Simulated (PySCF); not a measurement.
C3H13NO2Si3

```yaml
atoms:
  - { symbol: N, position_ang: [-1.9136, -0.7395, -1.2544] }
  - { symbol: C, position_ang: [-0.4768, -0.5329, -1.1310] }
  - { symbol: C, position_ang: [-0.2829, 0.2284, 0.1849] }
  - { symbol: Si, position_ang: [-0.1828, -0.9885, 1.6466] }
  - { symbol: Si, position_ang: [-1.8862, 1.2858, 0.2413] }
  - { symbol: Si, position_ang: [1.2495, 1.3323, 0.1709] }
  - { symbol: O, position_ang: [2.6616, 0.4586, 0.4593] }
  - { symbol: C, position_ang: [3.1025, -0.4941, -0.3083] }
  - { symbol: O, position_ang: [2.6037, -0.8643, -1.3308] }
  - { symbol: H, position_ang: [-2.2126, -1.4946, -0.6476] }
  - { symbol: H, position_ang: [-2.1854, -0.9707, -2.2042] }
  - { symbol: H, position_ang: [-0.1652, 0.0855, -1.9778] }
  - { symbol: H, position_ang: [0.1049, -1.4634, -1.1779] }
  - { symbol: H, position_ang: [-1.3557, -1.8745, 1.6564] }
  - { symbol: H, position_ang: [0.9954, -1.8570, 1.5104] }
  - { symbol: H, position_ang: [-0.1209, -0.2672, 2.9161] }
  - { symbol: H, position_ang: [-1.6124, 2.3650, 1.2123] }
  - { symbol: H, position_ang: [-3.0543, 0.5740, 0.7514] }
  - { symbol: H, position_ang: [-2.1258, 1.9401, -1.0402] }
  - { symbol: H, position_ang: [1.3922, 2.2116, 1.3236] }
  - { symbol: H, position_ang: [1.4262, 2.0258, -1.1042] }
  - { symbol: H, position_ang: [4.0282, -0.9411, 0.1023] }
```

Geometry: GFN2-xTB.

Level of theory: PBE0/pcSseg-1, SCF density, gas phase, non-relativistic in PySCF.

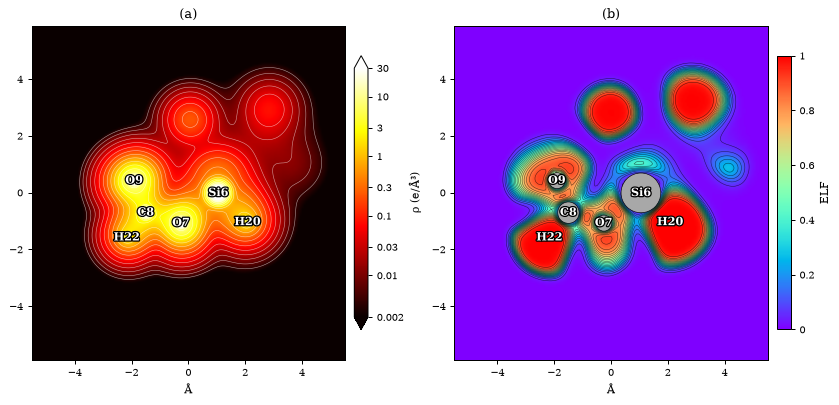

Figure 1. (a) total electron density; (b) ELF on the plane of atoms O7, C8 and O9. Grey discs cover the atomic cores in the ELF map.

What do the fields say about this system?

- The section cuts through Si, O, C and H sites.
- C–O (1.20 Å): ρ is about 3.4 e/Å³ halfway; the ELF peaks at about 0.85 between the atoms: a short, multiple covalent bond.
- Si–O (1.69 Å): ρ is about 1 e/Å³ halfway; the ELF peaks at about 0.90 between the atoms: a shared but strongly polarised pair.
- C–O (1.30 Å): the density is about 2.6 e/Å³ at the midpoint; the ELF peaks at about 0.90 between the atoms, as expected for a short, strongly polar bond.
- The ELF also peaks beside O7 and O9, away from the bonds: lone-pair regions.

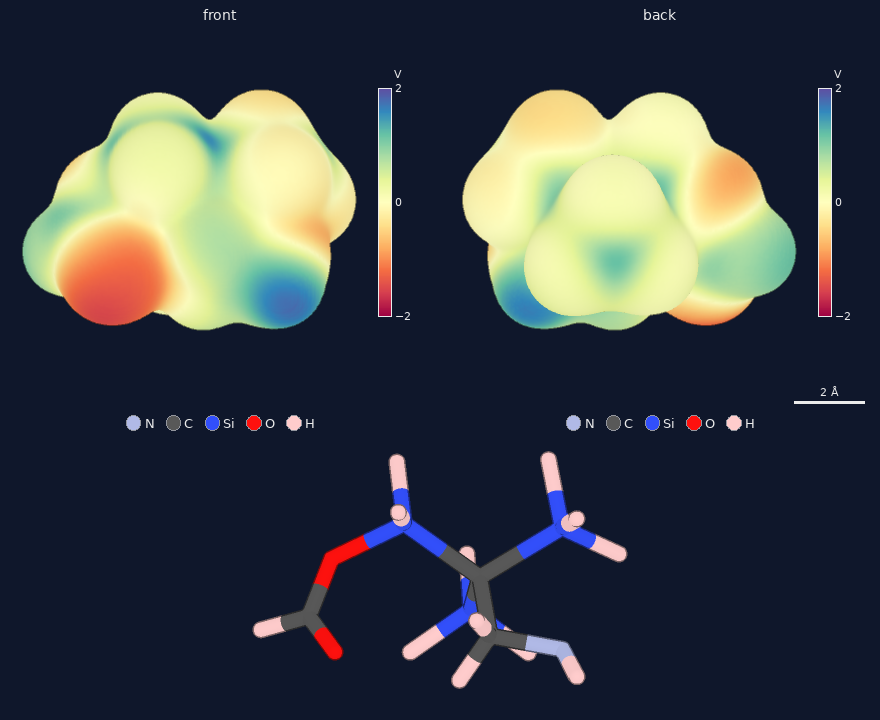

Figure 2. The electrostatic potential painted on the density surface at 0.002 e/bohr³, seen from the front and from behind; red is negative and blue positive. The bare structure is drawn below in the same view.

Which sites attract a positive test charge, and which a negative one?

A positive charge is drawn to the negative regions and a negative charge to the positive ones. The most negative region (about −1.5 V) lies over O9, the most positive (about +1.7 V) over H11. O9 is the likeliest acceptor of a hydrogen bond.

How polar is the molecule by this calculation?

Its dipole moment is 1.37 D.
